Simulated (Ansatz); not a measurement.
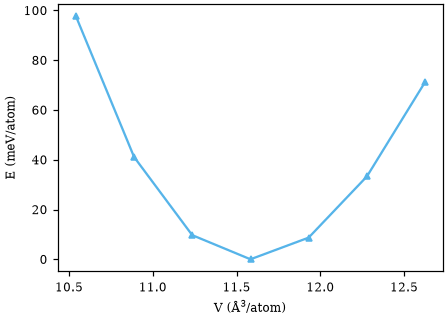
*ZrN (rock salt, space group No. 225) under volume change, DFT-LDA in the program Ansatz with PAW potentials, scaled uniformly.*

Task: What does a third-order Birch–Murnaghan fit give for V₀, B₀ and B′?

Result: V₀ = 11.58 Å³/atom, B₀ = 283 GPa, B′ = 4.3.

Space group Fm-3m (rock salt). The cell was relaxed with LDA under the symmetry of its start. The run is not spin-polarised.

Potentials: the earlier of the program's two PAW sets. The files were generated under PBE; for other functionals the program regenerates the frozen cores, and for LDA and PBEsol the local potential too.
